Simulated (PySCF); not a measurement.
C$_{4}$H$_{11}$ClSi (SMILES C[SiH2]C(C)(C)Cl)

```xyz
17

C     2.2340   -0.3304   -1.2867
Si    0.9479    0.4835   -0.1938
C    -0.6311    0.9186   -1.1832
C    -1.2410   -0.2886   -1.8748
C    -1.6446    1.6561   -0.3259
Cl   -0.0534    2.0733   -2.4831
H     1.9013   -1.3249   -1.6209
H     3.1865   -0.4516   -0.7488
H     2.4128    0.2943   -2.1751
H     1.4678    1.7457    0.4132
H     0.5351   -0.4431    0.9126
H    -2.1093    0.0114   -2.4834
H    -0.5186   -0.7893   -2.5349
H    -1.5866   -1.0155   -1.1215
H    -1.9987    0.9970    0.4838
H    -1.2098    2.5579    0.1291
H    -2.5167    1.9610   -0.9271
```

Geometry: PBE0-D3(BJ)/def2-SVP.

Computed with CAM-B3LYP/def2-SVPD, SCF density, gas phase in PySCF.

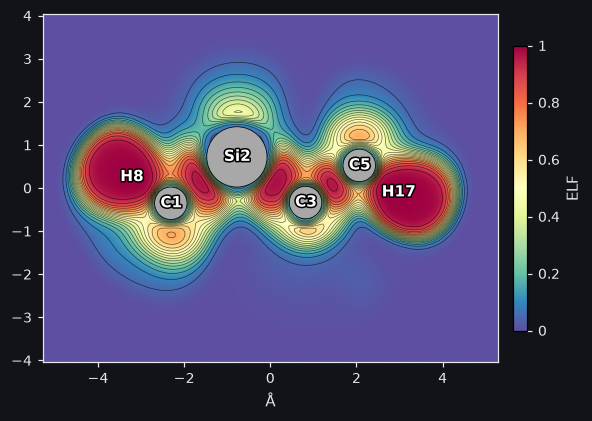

Figure 1. Electron localisation function on the plane of atoms C1, Si2 and C3. Grey discs cover the atomic cores.

What does the map show?

Atoms in the plane: C, Si and H.
C–C (1.52 Å): the ELF peaks at about 0.95 between the atoms (a shared electron pair).
C–Si (1.87 Å): the ELF peaks at about 0.95 between the atoms (localised, covalent bonding).
C–H (1.10 Å): the ELF climbs to about 1 towards the hydrogen, as it does in any bond to H: a covalent bond by its length.

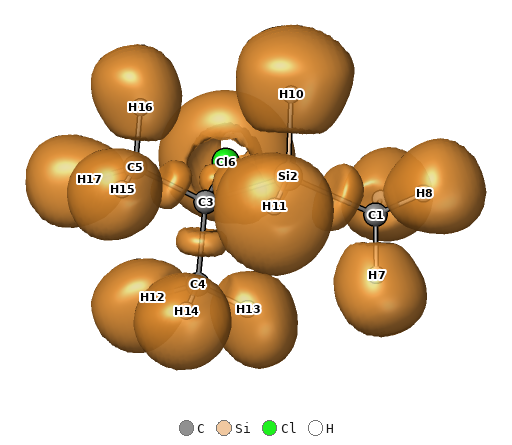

Figure 2. Isosurface of the ELF at 0.8 (orange), seen at a tilt. Core shells and regions of very low density are left out.

Where are the electrons localised?

At this value the surface marks out two regions between bonded C–C atoms (shared pairs), one region between bonded C–Cl atoms (shared pairs), two regions between bonded C–Si atoms (shared pairs), eleven regions around hydrogen nuclei and one ring or bowl of non-bonding electrons around Cl. Profiles from the grid: C–Cl (1.83 Å): the ELF peaks at about 0.90 between the atoms (a covalent bond).

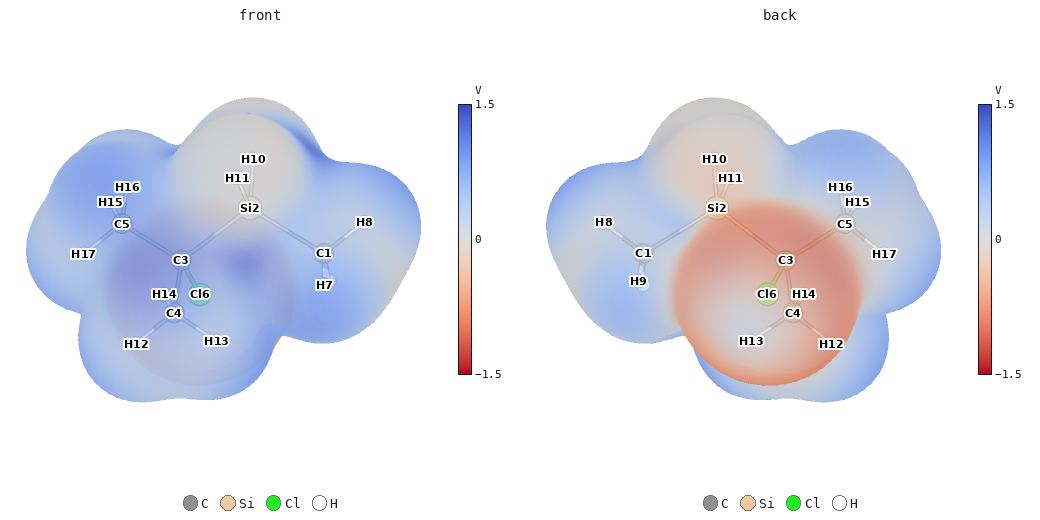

Figure 3. The electrostatic potential painted on the density surface at 0.002 e/bohr³, seen from the front and from behind; red is negative and blue positive.

Describe the electrostatic potential map.

The most negative region (about −0.8 V) lies over Cl6, the most positive (about +1.0 V) over Si2.
